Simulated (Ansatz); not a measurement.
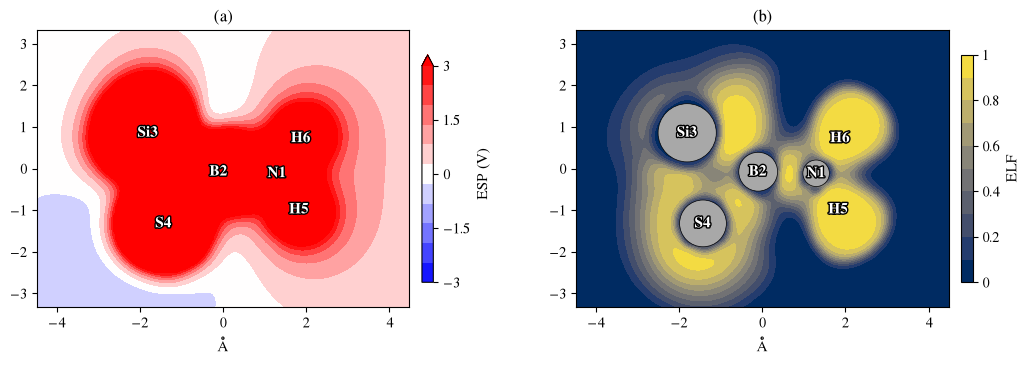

The picture shows: BH4NSSi. (a) electrostatic potential; (b) ELF on the plane of atoms N1, B2 and Si3. Grey discs cover the atomic cores in the ELF map.

Level of theory: Ansatz, RKS PBE-D4/def2-SVP.

```xyz
8

N    -0.9965    1.4532   -0.5798
B    -0.3837    0.2073   -0.4634
Si    0.5522   -1.1740    0.5365
S    -0.0684   -1.1872   -1.5842
H    -1.4103    1.7899   -1.4510
H    -1.0725    2.1068    0.1987
H     2.0408   -1.2227    0.7392
H    -0.1256   -2.2162    1.3813
```

Describe what can be read from this map.

Answer.
- Atoms in the plane: N, B, Si, S and H.
- B–N (1.39 Å): the ELF peaks at about 0.90 between the atoms; a polar covalent bond.
- B–S (1.82 Å): the ELF peaks at about 0.90 between the atoms; a shared electron pair.
- Si–B (1.95 Å): the ELF peaks at about 0.90 between the atoms, as expected for a covalent bond.
- Si–S (2.21 Å): the ELF peaks at about 0.75 between the atoms, as expected for localised, covalent bonding.
- N–H (1.02 Å): the ELF climbs to about 1 towards the hydrogen, as it does in any bond to H; an ordinary covalent bond to hydrogen.
- The ELF also peaks beside S4, away from the bonds: lone-pair regions.
- Outside the dense part of the molecule the potential is most negative (−0.6 V) near S4.
